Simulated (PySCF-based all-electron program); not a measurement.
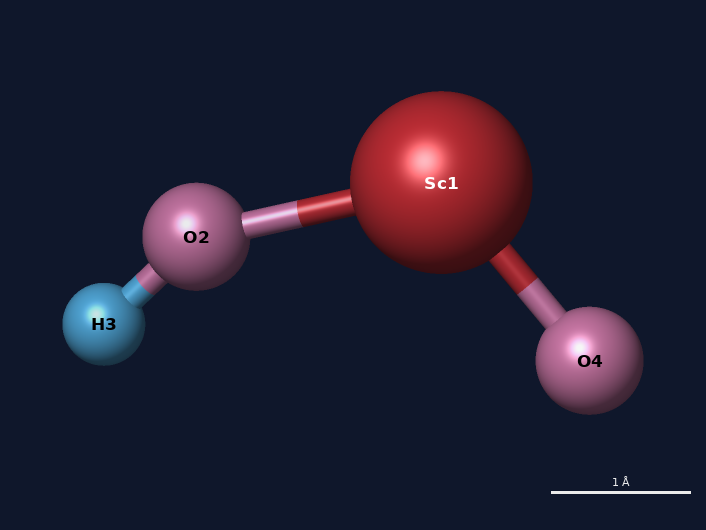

Source: calculation with PySCF-based all-electron program.

The species is neutral and a spin singlet. Geometry: a fixed input geometry, not necessarily a minimum.

List the bonds and their lengths.

```json
{"bond": "Sc1–O2", "length (Å)": "1.870"}
{"bond": "Sc1–O4", "length (Å)": "1.680"}
{"bond": "O2–H3", "length (Å)": "0.960"}
```
